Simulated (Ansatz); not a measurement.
## Molecular dynamics, with input and output: Si2NH9O (part 1 of 3)

System: Si2NH9O.
Method: RHF/6-31G* (Ansatz 0.2.0).

It belongs to a series of runs on one base structure; here: dynamics from the highest image of the converged band. Figures and captions count atoms from 1; the log counts them from 0 in places.

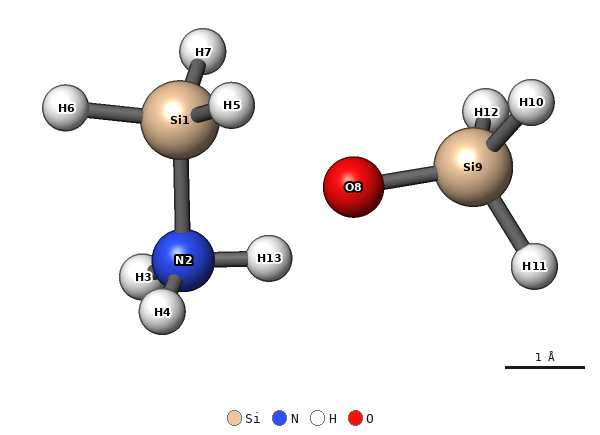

Fig. 1: The input geometry (ball-and-stick view, seen at a tilt; atoms are numbered from 1 in the order of the input).

The input
```yaml
crystal:
  periodic: [false, false, false]
  atoms:
    - { symbol: Si, position_ang: [0.002177, 0.24221, 0.100414] }
    - { symbol: "N", position_ang: [0.071262, 0.072615, 1.952233] }
    - { symbol: H, position_ang: [-0.790478, 0.280141, 2.426462] }
    - { symbol: H, position_ang: [0.812905, 0.588276, 2.393618] }
    - { symbol: H, position_ang: [1.322483, 0.063523, -0.489662] }
    - { symbol: H, position_ang: [-0.296651, 1.695763, -0.011675] }
    - { symbol: H, position_ang: [-1.167287, -0.440336, -0.439489] }
    - { symbol: O, position_ang: [0.486885, -2.004258, 0.906541] }
    - { symbol: Si, position_ang: [0.563412, -3.579927, 0.660938] }
    - { symbol: H, position_ang: [1.467001, -3.952505, -0.461678] }
    - { symbol: H, position_ang: [1.06608, -4.324803, 1.850485] }
    - { symbol: H, position_ang: [-0.756347, -4.193652, 0.337882] }
    - { symbol: H, position_ang: [0.281359, -1.007647, 1.890727] }
basis:
  gaussian: { orbitals: "6-31G*" }
hamiltonian:
  xc: hf
md:
  timestep: 0.5
  n_steps: 200
  ensemble: nve
  temperature: 100.0
  initial_velocities: maxwell_boltzmann
  seed: 3200
```

Hardware: 1 thread of Arm Neoverse V1, 24 GiB of memory available, shared host.

Command:
```bash
ansatz run input.yaml --threads 1 --pin off --max-ram 2048MiB --backend cpu --events-out ev --progress --plain --runs-dir out
```

Log
```
Engine: ansatz 0.2.0, aarch64-unknown-linux-gnu
Functional definition: HF
  exchange = exact_x
  correlation = 0
948 factors; integrals over basis functions are off by at most 6.6e-4 eV
mean field evaluation 1: about -19380.5510 eV, gradient 4.3e1 eV
mean field evaluation 2: about -19380.6424 eV, gradient 4.3e1 eV
mean field evaluation 4: about -19384.6427 eV, gradient 4.0e0 eV
mean field evaluation 8: about -19384.6958 eV, gradient 2.4e-4 eV
mean field -19384.69575680 eV, -712.3744296438 hartree, gradient 1.2e-5 eV, S^2 0.000000; 0 other end points of the search recorded, 0 dependent functions left out
the calculation of the forces begins
reference -19384.69575680 eV, -712.3744296438 hartree; 26, 26 occupied and 60, 60 virtual orbitals, 948 factors
md step     0: t =     0.00 fs  T =   100.0 K  F+E_penalty+E_count = -19384.69575680 eV  E_kin = 0.142186 eV  conserved = -19384.55357080 eV  (32 SCF iters)
these checks for a lower state are left out or cut short: starts, cluster_reference, orbital_swaps, neighbouring_geometries, increment
948 factors; integrals over basis functions are off by at most 6.7e-4 eV
mean field evaluation 16: about -19384.6927 eV, gradient 1.3e-5 eV
mean field -19384.69271726 eV, -712.3743179427 hartree, gradient 1.4e-5 eV, S^2 0.000000; 0 other end points of the search recorded, 0 dependent functions left out
the calculation of the forces begins
reference -19384.69271726 eV, -712.3743179427 hartree; 26, 26 occupied and 60, 60 virtual orbitals, 948 factors
md step     1: t =     0.50 fs  T =    97.9 K  F+E_penalty+E_count = -19384.69271726 eV  E_kin = 0.139203 eV  conserved = -19384.55351448 eV  (25 SCF iters)
[... from here on the SCF iterations and repeated set-up lines of each step are left out, up to the last step ...]
md step     2: t =     1.00 fs  T =    92.0 K  F+E_penalty+E_count = -19384.68423018 eV  E_kin = 0.130861 eV  conserved = -19384.55336964 eV  (25 SCF iters)
md step     3: t =     1.50 fs  T =    84.0 K  F+E_penalty+E_count = -19384.67256327 eV  E_kin = 0.119374 eV  conserved = -19384.55318958 eV  (25 SCF iters)
md step     4: t =     2.00 fs  T =    75.6 K  F+E_penalty+E_count = -19384.66054775 eV  E_kin = 0.107516 eV  conserved = -19384.55303218 eV  (25 SCF iters)
md step     5: t =     2.50 fs  T =    68.7 K  F+E_penalty+E_count = -19384.65066270 eV  E_kin = 0.097720 eV  conserved = -19384.55294264 eV  (25 SCF iters)
md step     6: t =     3.00 fs  T =    64.3 K  F+E_penalty+E_count = -19384.64432035 eV  E_kin = 0.091379 eV  conserved = -19384.55294101 eV  (24 SCF iters)
md step     7: t =     3.50 fs  T =    62.3 K  F+E_penalty+E_count = -19384.64155542 eV  E_kin = 0.088539 eV  conserved = -19384.55301600 eV  (25 SCF iters)
md step     8: t =     4.00 fs  T =    62.0 K  F+E_penalty+E_count = -19384.64121252 eV  E_kin = 0.088085 eV  conserved = -19384.55312731 eV  (25 SCF iters)
md step     9: t =     4.50 fs  T =    62.1 K  F+E_penalty+E_count = -19384.64158275 eV  E_kin = 0.088363 eV  conserved = -19384.55321967 eV  (25 SCF iters)
md step    10: t =     5.00 fs  T =    61.9 K  F+E_penalty+E_count = -19384.64126087 eV  E_kin = 0.088014 eV  conserved = -19384.55324683 eV  (25 SCF iters)
md step    11: t =     5.50 fs  T =    60.9 K  F+E_penalty+E_count = -19384.63984245 eV  E_kin = 0.086644 eV  conserved = -19384.55319797 eV  (25 SCF iters)
md step    12: t =     6.00 fs  T =    59.8 K  F+E_penalty+E_count = -19384.63807196 eV  E_kin = 0.084965 eV  conserved = -19384.55310705 eV  (25 SCF iters)
md step    13: t =     6.50 fs  T =    59.3 K  F+E_penalty+E_count = -19384.63731452 eV  E_kin = 0.084282 eV  conserved = -19384.55303271 eV  (25 SCF iters)
md step    14: t =     7.00 fs  T =    60.2 K  F+E_penalty+E_count = -19384.63867007 eV  E_kin = 0.085653 eV  conserved = -19384.55301668 eV  (25 SCF iters)
md step    15: t =     7.50 fs  T =    62.8 K  F+E_penalty+E_count = -19384.64235735 eV  E_kin = 0.089307 eV  conserved = -19384.55305058 eV  (24 SCF iters)
md step    16: t =     8.00 fs  T =    66.6 K  F+E_penalty+E_count = -19384.64784053 eV  E_kin = 0.094758 eV  conserved = -19384.55308298 eV  (33 SCF iters)
md step    17: t =     8.50 fs  T =    71.4 K  F+E_penalty+E_count = -19384.65460525 eV  E_kin = 0.101549 eV  conserved = -19384.55305604 eV  (33 SCF iters)
md step    18: t =     9.00 fs  T =    77.4 K  F+E_penalty+E_count = -19384.66303506 eV  E_kin = 0.110092 eV  conserved = -19384.55294345 eV  (32 SCF iters)
md step    19: t =     9.50 fs  T =    85.9 K  F+E_penalty+E_count = -19384.67483563 eV  E_kin = 0.122076 eV  conserved = -19384.55276008 eV  (33 SCF iters)
md step    20: t =    10.00 fs  T =    98.7 K  F+E_penalty+E_count = -19384.69283226 eV  E_kin = 0.140283 eV  conserved = -19384.55254942 eV  (33 SCF iters)
md step    21: t =    10.50 fs  T =   118.1 K  F+E_penalty+E_count = -19384.72031727 eV  E_kin = 0.167951 eV  conserved = -19384.55236614 eV  (33 SCF iters)
md step    22: t =    11.00 fs  T =   146.3 K  F+E_penalty+E_count = -19384.76022343 eV  E_kin = 0.207954 eV  conserved = -19384.55226946 eV  (33 SCF iters)
md step    23: t =    11.50 fs  T =   184.2 K  F+E_penalty+E_count = -19384.81424691 eV  E_kin = 0.261909 eV  conserved = -19384.55233747 eV  (31 SCF iters)
md step    24: t =    12.00 fs  T =   231.4 K  F+E_penalty+E_count = -19384.88175250 eV  E_kin = 0.329053 eV  conserved = -19384.55269968 eV  (30 SCF iters)
md step    25: t =    12.50 fs  T =   284.5 K  F+E_penalty+E_count = -19384.95803995 eV  E_kin = 0.404477 eV  conserved = -19384.55356264 eV  (30 SCF iters)
md step    26: t =    13.00 fs  T =   335.2 K  F+E_penalty+E_count = -19385.03170687 eV  E_kin = 0.476561 eV  conserved = -19384.55514623 eV  (30 SCF iters)
md step    27: t =    13.50 fs  T =   369.2 K  F+E_penalty+E_count = -19385.08229135 eV  E_kin = 0.524939 eV  conserved = -19384.55735203 eV  (30 SCF iters)
md step    28: t =    14.00 fs  T =   368.7 K  F+E_penalty+E_count = -19385.08325384 eV  E_kin = 0.524181 eV  conserved = -19384.55907315 eV  (31 SCF iters)
md step    29: t =    14.50 fs  T =   324.6 K  F+E_penalty+E_count = -19385.01952194 eV  E_kin = 0.461586 eV  conserved = -19384.55793577 eV  (31 SCF iters)
md step    30: t =    15.00 fs  T =   258.1 K  F+E_penalty+E_count = -19384.91980648 eV  E_kin = 0.367043 eV  conserved = -19384.55276299 eV  (31 SCF iters)
md step    31: t =    15.50 fs  T =   223.6 K  F+E_penalty+E_count = -19384.86591717 eV  E_kin = 0.317954 eV  conserved = -19384.54796356 eV  (30 SCF iters)
md step    32: t =    16.00 fs  T =   265.0 K  F+E_penalty+E_count = -19384.92663914 eV  E_kin = 0.376737 eV  conserved = -19384.54990243 eV  (31 SCF iters)
md step    33: t =    16.50 fs  T =   363.8 K  F+E_penalty+E_count = -19385.07372020 eV  E_kin = 0.517209 eV  conserved = -19384.55651110 eV  (30 SCF iters)
md step    34: t =    17.00 fs  T =   456.4 K  F+E_penalty+E_count = -19385.20964439 eV  E_kin = 0.648877 eV  conserved = -19384.56076787 eV  (31 SCF iters)
md step    35: t =    17.50 fs  T =   495.0 K  F+E_penalty+E_count = -19385.26441631 eV  E_kin = 0.703818 eV  conserved = -19384.56059860 eV  (31 SCF iters)
md step    36: t =    18.00 fs  T =   473.9 K  F+E_penalty+E_count = -19385.23190154 eV  E_kin = 0.673768 eV  conserved = -19384.55813331 eV  (31 SCF iters)
md step    37: t =    18.50 fs  T =   414.0 K  F+E_penalty+E_count = -19385.14409114 eV  E_kin = 0.588659 eV  conserved = -19384.55543200 eV  (31 SCF iters)
md step    38: t =    19.00 fs  T =   342.6 K  F+E_penalty+E_count = -19385.04044522 eV  E_kin = 0.487126 eV  conserved = -19384.55331892 eV  (33 SCF iters)
md step    39: t =    19.50 fs  T =   282.5 K  F+E_penalty+E_count = -19384.95353591 eV  E_kin = 0.401630 eV  conserved = -19384.55190634 eV  (32 SCF iters)
md step    40: t =    20.00 fs  T =   249.4 K  F+E_penalty+E_count = -19384.90578771 eV  E_kin = 0.354663 eV  conserved = -19384.55112509 eV  (32 SCF iters)
md step    41: t =    20.50 fs  T =   252.3 K  F+E_penalty+E_count = -19384.90971372 eV  E_kin = 0.358746 eV  conserved = -19384.55096735 eV  (33 SCF iters)
md step    42: t =    21.00 fs  T =   292.7 K  F+E_penalty+E_count = -19384.96770839 eV  E_kin = 0.416128 eV  conserved = -19384.55158052 eV  (33 SCF iters)
md step    43: t =    21.50 fs  T =   363.3 K  F+E_penalty+E_count = -19385.06985635 eV  E_kin = 0.516573 eV  conserved = -19384.55328340 eV  (32 SCF iters)
md step    44: t =    22.00 fs  T =   445.4 K  F+E_penalty+E_count = -19385.18969875 eV  E_kin = 0.633280 eV  conserved = -19384.55641913 eV  (31 SCF iters)
md step    45: t =    22.50 fs  T =   506.4 K  F+E_penalty+E_count = -19385.28079157 eV  E_kin = 0.720052 eV  conserved = -19384.56073990 eV  (30 SCF iters)
md step    46: t =    23.00 fs  T =   506.4 K  F+E_penalty+E_count = -19385.28405616 eV  E_kin = 0.720021 eV  conserved = -19384.56403524 eV  (31 SCF iters)
md step    47: t =    23.50 fs  T =   424.3 K  F+E_penalty+E_count = -19385.16481418 eV  E_kin = 0.603338 eV  conserved = -19384.56147573 eV  (31 SCF iters)
md step    48: t =    24.00 fs  T =   301.6 K  F+E_penalty+E_count = -19384.98000557 eV  E_kin = 0.428763 eV  conserved = -19384.55124237 eV  (31 SCF iters)
md step    49: t =    24.50 fs  T =   241.3 K  F+E_penalty+E_count = -19384.88720252 eV  E_kin = 0.343116 eV  conserved = -19384.54408643 eV  (32 SCF iters)
md step    50: t =    25.00 fs  T =   307.5 K  F+E_penalty+E_count = -19384.98775321 eV  E_kin = 0.437152 eV  conserved = -19384.55060113 eV  (31 SCF iters)
md step    51: t =    25.50 fs  T =   441.9 K  F+E_penalty+E_count = -19385.18947014 eV  E_kin = 0.628316 eV  conserved = -19384.56115433 eV  (31 SCF iters)
md step    52: t =    26.00 fs  T =   539.3 K  F+E_penalty+E_count = -19385.33104264 eV  E_kin = 0.766742 eV  conserved = -19384.56430027 eV  (31 SCF iters)
md step    53: t =    26.50 fs  T =   552.8 K  F+E_penalty+E_count = -19385.34724580 eV  E_kin = 0.786010 eV  conserved = -19384.56123545 eV  (31 SCF iters)
md step    54: t =    27.00 fs  T =   501.2 K  F+E_penalty+E_count = -19385.26943640 eV  E_kin = 0.712639 eV  conserved = -19384.55679771 eV  (32 SCF iters)
md step    55: t =    27.50 fs  T =   425.9 K  F+E_penalty+E_count = -19385.15897177 eV  E_kin = 0.605607 eV  conserved = -19384.55336522 eV  (32 SCF iters)
md step    56: t =    28.00 fs  T =   363.1 K  F+E_penalty+E_count = -19385.06756567 eV  E_kin = 0.516246 eV  conserved = -19384.55131943 eV  (33 SCF iters)
md step    57: t =    28.50 fs  T =   335.6 K  F+E_penalty+E_count = -19385.02756385 eV  E_kin = 0.477136 eV  conserved = -19384.55042754 eV  (25 SCF iters)
md step    58: t =    29.00 fs  T =   353.7 K  F+E_penalty+E_count = -19385.05344375 eV  E_kin = 0.502940 eV  conserved = -19384.55050337 eV  (24 SCF iters)
md step    59: t =    29.50 fs  T =   416.6 K  F+E_penalty+E_count = -19385.14393210 eV  E_kin = 0.592340 eV  conserved = -19384.55159194 eV  (33 SCF iters)
md step    60: t =    30.00 fs  T =   511.6 K  F+E_penalty+E_count = -19385.28140646 eV  E_kin = 0.727462 eV  conserved = -19384.55394478 eV  (33 SCF iters)
md step    61: t =    30.50 fs  T =   612.8 K  F+E_penalty+E_count = -19385.42903686 eV  E_kin = 0.871294 eV  conserved = -19384.55774289 eV  (32 SCF iters)
md step    62: t =    31.00 fs  T =   681.0 K  F+E_penalty+E_count = -19385.53050346 eV  E_kin = 0.968256 eV  conserved = -19384.56224778 eV  (30 SCF iters)
md step    63: t =    31.50 fs  T =   675.9 K  F+E_penalty+E_count = -19385.52545083 eV  E_kin = 0.961100 eV  conserved = -19384.56435081 eV  (31 SCF iters)
md step    64: t =    32.00 fs  T =   590.4 K  F+E_penalty+E_count = -19385.39871174 eV  E_kin = 0.839519 eV  conserved = -19384.55919324 eV  (32 SCF iters)
md step    65: t =    32.50 fs  T =   488.5 K  F+E_penalty+E_count = -19385.24299414 eV  E_kin = 0.694634 eV  conserved = -19384.54835981 eV  (30 SCF iters)
md step    66: t =    33.00 fs  T =   473.8 K  F+E_penalty+E_count = -19385.21890840 eV  E_kin = 0.673618 eV  conserved = -19384.54529075 eV  (32 SCF iters)
md step    67: t =    33.50 fs  T =   573.0 K  F+E_penalty+E_count = -19385.36944808 eV  E_kin = 0.814750 eV  conserved = -19384.55469841 eV  (31 SCF iters)
md step    68: t =    34.00 fs  T =   700.7 K  F+E_penalty+E_count = -19385.55964674 eV  E_kin = 0.996273 eV  conserved = -19384.56337330 eV  (31 SCF iters)
md step    69: t =    34.50 fs  T =   764.3 K  F+E_penalty+E_count = -19385.65062359 eV  E_kin = 1.086661 eV  conserved = -19384.56396212 eV  (32 SCF iters)
md step    70: t =    35.00 fs  T =   742.1 K  F+E_penalty+E_count = -19385.61516343 eV  E_kin = 1.055163 eV  conserved = -19384.56000046 eV  (32 SCF iters)
md step    71: t =    35.50 fs  T =   664.9 K  F+E_penalty+E_count = -19385.50110720 eV  E_kin = 0.945355 eV  conserved = -19384.55575264 eV  (32 SCF iters)
md step    72: t =    36.00 fs  T =   574.0 K  F+E_penalty+E_count = -19385.36898391 eV  E_kin = 0.816198 eV  conserved = -19384.55278560 eV  (32 SCF iters)
md step    73: t =    36.50 fs  T =   501.4 K  F+E_penalty+E_count = -19385.26408749 eV  E_kin = 0.712945 eV  conserved = -19384.55114233 eV  (32 SCF iters)
md step    74: t =    37.00 fs  T =   465.6 K  F+E_penalty+E_count = -19385.21260002 eV  E_kin = 0.662082 eV  conserved = -19384.55051774 eV  (24 SCF iters)
md step    75: t =    37.50 fs  T =   474.0 K  F+E_penalty+E_count = -19385.22473550 eV  E_kin = 0.674011 eV  conserved = -19384.55072468 eV  (25 SCF iters)
md step    76: t =    38.00 fs  T =   524.2 K  F+E_penalty+E_count = -19385.29710240 eV  E_kin = 0.745294 eV  conserved = -19384.55180799 eV  (32 SCF iters)
md step    77: t =    38.50 fs  T =   603.6 K  F+E_penalty+E_count = -19385.41217176 eV  E_kin = 0.858165 eV  conserved = -19384.55400687 eV  (33 SCF iters)
md step    78: t =    39.00 fs  T =   687.8 K  F+E_penalty+E_count = -19385.53552576 eV  E_kin = 0.978020 eV  conserved = -19384.55750605 eV  (31 SCF iters)
md step    79: t =    39.50 fs  T =   741.0 K  F+E_penalty+E_count = -19385.61523537 eV  E_kin = 1.053555 eV  conserved = -19384.56167988 eV  (31 SCF iters)
md step    80: t =    40.00 fs  T =   725.3 K  F+E_penalty+E_count = -19385.59507128 eV  E_kin = 1.031273 eV  conserved = -19384.56379833 eV  (32 SCF iters)
md step    81: t =    40.50 fs  T =   631.9 K  F+E_penalty+E_count = -19385.45788693 eV  E_kin = 0.898460 eV  conserved = -19384.55942684 eV  (32 SCF iters)
md step    82: t =    41.00 fs  T =   516.5 K  F+E_penalty+E_count = -19385.28380105 eV  E_kin = 0.734440 eV  conserved = -19384.54936058 eV  (31 SCF iters)
md step    83: t =    41.50 fs  T =   476.9 K  F+E_penalty+E_count = -19385.22341827 eV  E_kin = 0.678104 eV  conserved = -19384.54531416 eV  (32 SCF iters)
md step    84: t =    42.00 fs  T =   549.2 K  F+E_penalty+E_count = -19385.33402475 eV  E_kin = 0.780905 eV  conserved = -19384.55312014 eV  (32 SCF iters)
md step    85: t =    42.50 fs  T =   662.8 K  F+E_penalty+E_count = -19385.50411121 eV  E_kin = 0.942419 eV  conserved = -19384.56169176 eV  (33 SCF iters)
md step    86: t =    43.00 fs  T =   728.4 K  F+E_penalty+E_count = -19385.59881011 eV  E_kin = 1.035718 eV  conserved = -19384.56309223 eV  (31 SCF iters)
md step    87: t =    43.50 fs  T =   717.7 K  F+E_penalty+E_count = -19385.58028519 eV  E_kin = 1.020492 eV  conserved = -19384.55979336 eV  (32 SCF iters)
md step    88: t =    44.00 fs  T =   654.3 K  F+E_penalty+E_count = -19385.48614869 eV  E_kin = 0.930280 eV  conserved = -19384.55586848 eV  (31 SCF iters)
md step    89: t =    44.50 fs  T =   575.5 K  F+E_penalty+E_count = -19385.37136822 eV  E_kin = 0.818347 eV  conserved = -19384.55302116 eV  (32 SCF iters)
md step    90: t =    45.00 fs  T =   511.7 K  F+E_penalty+E_count = -19385.27898093 eV  E_kin = 0.727592 eV  conserved = -19384.55138853 eV  (33 SCF iters)
md step    91: t =    45.50 fs  T =   481.2 K  F+E_penalty+E_count = -19385.23484875 eV  E_kin = 0.684158 eV  conserved = -19384.55069028 eV  (25 SCF iters)
md step    92: t =    46.00 fs  T =   492.0 K  F+E_penalty+E_count = -19385.25033600 eV  E_kin = 0.699598 eV  conserved = -19384.55073840 eV  (25 SCF iters)
md step    93: t =    46.50 fs  T =   543.7 K  F+E_penalty+E_count = -19385.32460191 eV  E_kin = 0.773018 eV  conserved = -19384.55158409 eV  (33 SCF iters)
md step    94: t =    47.00 fs  T =   626.2 K  F+E_penalty+E_count = -19385.44387061 eV  E_kin = 0.890357 eV  conserved = -19384.55351355 eV  (33 SCF iters)
md step    95: t =    47.50 fs  T =   718.1 K  F+E_penalty+E_count = -19385.57782614 eV  E_kin = 1.020979 eV  conserved = -19384.55684739 eV  (32 SCF iters)
md step    96: t =    48.00 fs  T =   784.5 K  F+E_penalty+E_count = -19385.67675658 eV  E_kin = 1.115515 eV  conserved = -19384.56124190 eV  (32 SCF iters)
md step    97: t =    48.50 fs  T =   785.1 K  F+E_penalty+E_count = -19385.68058429 eV  E_kin = 1.116306 eV  conserved = -19384.56427839 eV  (32 SCF iters)
md step    98: t =    49.00 fs  T =   701.7 K  F+E_penalty+E_count = -19385.55876564 eV  E_kin = 0.997664 eV  conserved = -19384.56110117 eV  (31 SCF iters)
md step    99: t =    49.50 fs  T =   580.9 K  F+E_penalty+E_count = -19385.37666651 eV  E_kin = 0.825972 eV  conserved = -19384.55069453 eV  (31 SCF iters)
md step   100: t =    50.00 fs  T =   526.3 K  F+E_penalty+E_count = -19385.29281745 eV  E_kin = 0.748290 eV  conserved = -19384.54452707 eV  (33 SCF iters)
md step   101: t =    50.50 fs  T =   592.6 K  F+E_penalty+E_count = -19385.39435880 eV  E_kin = 0.842611 eV  conserved = -19384.55174776 eV  (33 SCF iters)
md step   102: t =    51.00 fs  T =   715.5 K  F+E_penalty+E_count = -19385.57900188 eV  E_kin = 1.017270 eV  conserved = -19384.56173154 eV  (31 SCF iters)
md step   103: t =    51.50 fs  T =   793.9 K  F+E_penalty+E_count = -19385.69298623 eV  E_kin = 1.128851 eV  conserved = -19384.56413484 eV  (31 SCF iters)
md step   104: t =    52.00 fs  T =   789.0 K  F+E_penalty+E_count = -19385.68270517 eV  E_kin = 1.121872 eV  conserved = -19384.56083353 eV  (32 SCF iters)
md step   105: t =    52.50 fs  T =   722.9 K  F+E_penalty+E_count = -19385.58436972 eV  E_kin = 1.027868 eV  conserved = -19384.55650187 eV  (32 SCF iters)
```
